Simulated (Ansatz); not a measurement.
CH7GeNSi (SMILES [CH3]/[Ge-]=[NH+]\[SiH3])

| atom | x (Å) | y (Å) | z (Å) |
| --- | --- | --- | --- |
| C | 0.2045 | -0.0225 | 0.5222 |
| Ge | 0.8780 | 0.9550 | 2.1395 |
| N | 1.5748 | -0.5376 | 3.0118 |
| Si | 1.6255 | -2.2309 | 2.5674 |
| H | -0.2740 | 0.6743 | -0.1762 |
| H | -0.5333 | -0.7895 | 0.8005 |
| H | 1.0270 | -0.5265 | -0.0067 |
| H | 2.0022 | -0.3195 | 3.9081 |
| H | 0.2552 | -2.7946 | 2.3834 |
| H | 2.3119 | -2.9783 | 3.6624 |
| H | 2.3747 | -2.4454 | 1.2938 |

Geometry: PBE0-D3(BJ)/pcseg-1.

The calculation used isolated molecule in a Gaussian basis; Kohn-Sham density functional theory, functional PBE0 in Ansatz 0.2.0.

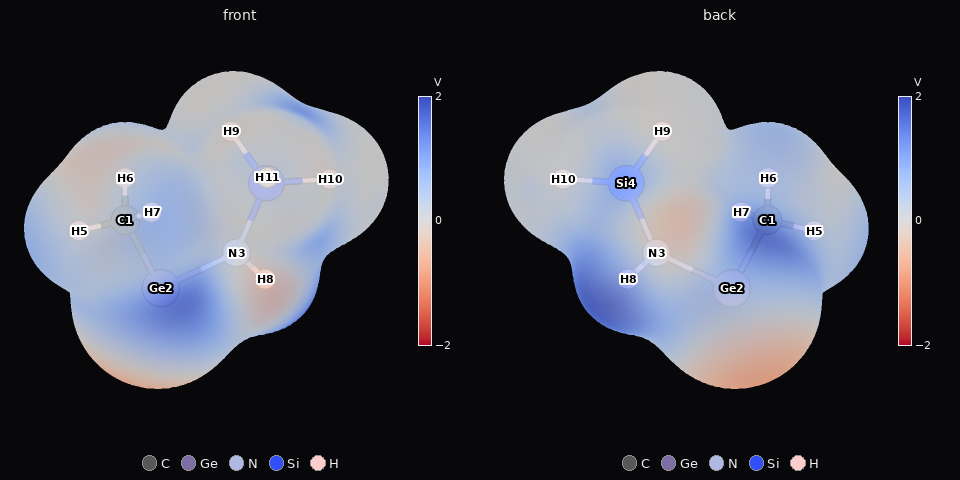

Figure 1. The electrostatic potential painted on the density surface at 0.002 e/bohr³, seen from the front and from behind; the colour scale runs from red (negative) to blue (positive).

**Describe the electrostatic potential map.**

The most negative region (about −0.8 V) lies over Ge2, the most positive (about +1.8 V) over H8.

**What dipole moment does the calculation give?**

Its dipole moment is 0.18 D.

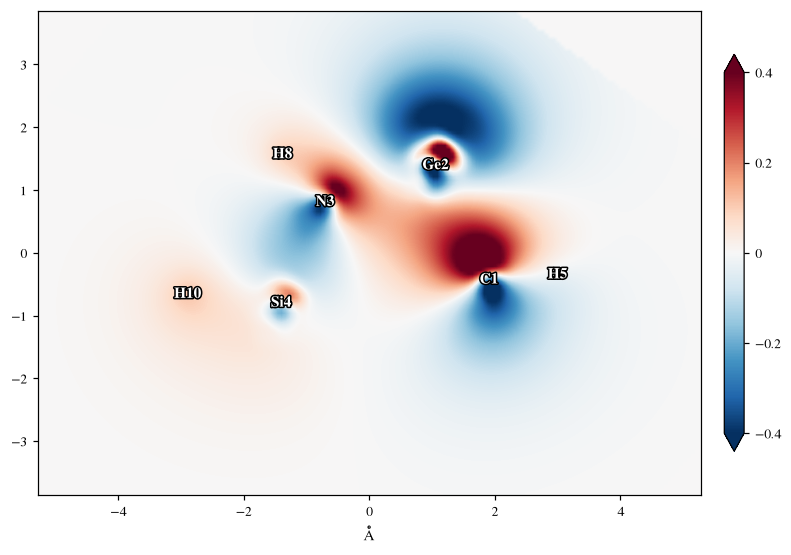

Figure 2. The HOMO on the plane of atoms Ge2, N3 and H8 (values in Å⁻³ᐟ²; the overall sign is arbitrary).

**Describe this orbital and give its energy.**

By Hirshfeld shares it lies mainly on Ge2 (about 65 %), C1 (about 20 %) and N3 (about 5 %). Its energy is −6.46 eV.

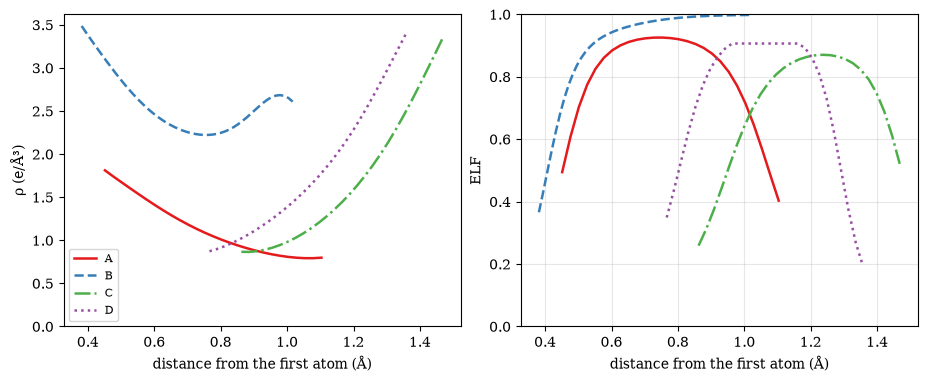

Figure 3. Electron density and ELF along straight lines between neighbouring atoms. The curves leave out the atomic cores.

**Which curve belongs to which contact (C–Ge, Ge–N, N–H and Si–N)? The first atom named is at distance zero.**

Curve A: C–Ge (2.01 Å): ρ at the midpoint is about 0.81 e/Å³; the ELF peaks at about 0.95 in the valence shell of C, 0.8 Å from its nucleus, and is about 0.70 at the midpoint. Curve B: N–H (1.02 Å): ρ at the midpoint is about 2.8 e/Å³; the ELF climbs to about 1 towards the hydrogen, as it does in any bond to H; a covalent bond by its length. Curve C: Ge–N (1.86 Å): ρ at the midpoint is about 0.89 e/Å³; the ELF peaks at about 0.85 in the valence shell of N, 0.6 Å from its nucleus, and is about 0.45 at the midpoint. Curve D: Si–N (1.75 Å): ρ at the midpoint is about 1.1 e/Å³; the ELF peaks at about 0.90 between the atoms, as expected for a polar covalent bond.
